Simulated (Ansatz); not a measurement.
```yaml
atoms:
  - { symbol: C, position_ang: [0.1391, 0.0295, -0.7269] }
  - { symbol: C, position_ang: [-0.3292, 0.0281, 0.6686] }
  - { symbol: Si, position_ang: [0.8577, -1.2841, -1.7712] }
  - { symbol: H, position_ang: [0.2089, 0.8182, 1.2327] }
  - { symbol: H, position_ang: [-1.3841, 0.3718, 0.6978] }
  - { symbol: H, position_ang: [-0.2374, -0.9304, 1.1950] }
  - { symbol: H, position_ang: [0.0391, 1.0076, -1.2448] }
```

Geometry: r2SCAN-D4/def2-SVP.

Theory: isolated molecule in a Gaussian basis; Kohn-Sham density functional theory, functional PBE0 (Ansatz).

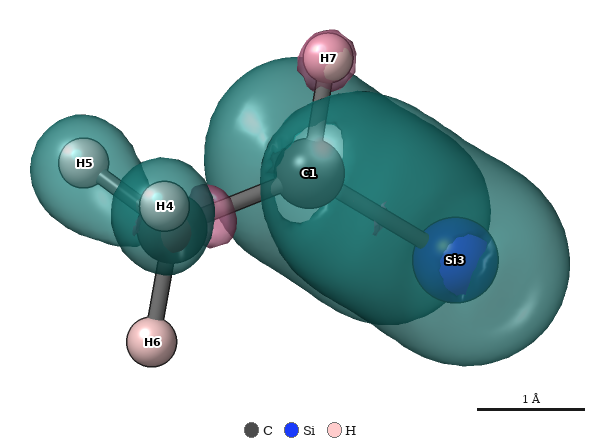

C$_{2}$H$_{4}$Si (charge +1, doublet). Isosurfaces of the spin density (α minus β) at +0.02 (teal) and −0.02 e/Å³ (pink), seen at a tilt.

Question: Which atoms carry the spin?

Answer: The unpaired spin (1 electron) lies mostly on C1 (about 0.5) and Si3 (about 0.4), in electrons by Hirshfeld's partition.
